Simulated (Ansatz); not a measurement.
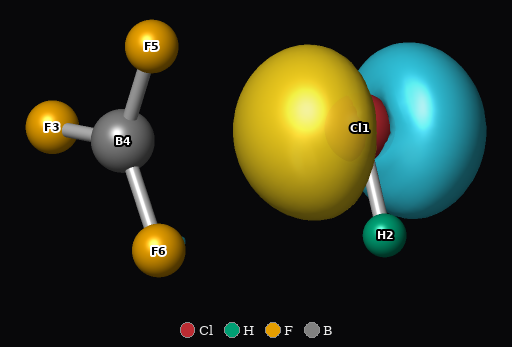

HCl···BF3. The HOMO−1 at ±0.2 Å⁻³ᐟ² (yellow and cyan are the two phases), seen at a tilt.

Geometry: PBE0-D4/def2-TZVP.

Method: RKS PBE0-D4/def2-TZVPPD (Ansatz).

```yaml
atoms:
  - { symbol: Cl, position_ang: [-0.6358, 0.3191, -1.9667] }
  - { symbol: H, position_ang: [0.6150, 0.1717, -2.1985] }
  - { symbol: F, position_ang: [-0.7745, -1.1756, 1.1169] }
  - { symbol: B, position_ang: [-0.0027, -0.1195, 1.0239] }
  - { symbol: F, position_ang: [-0.4530, 1.0604, 1.3766] }
  - { symbol: F, position_ang: [1.2508, -0.2560, 0.6477] }
```

**What is the character of this orbital?**

It lies mainly on Cl1 (about 90 %); largely a lone pair of Cl1. Its energy is −9.97 eV.
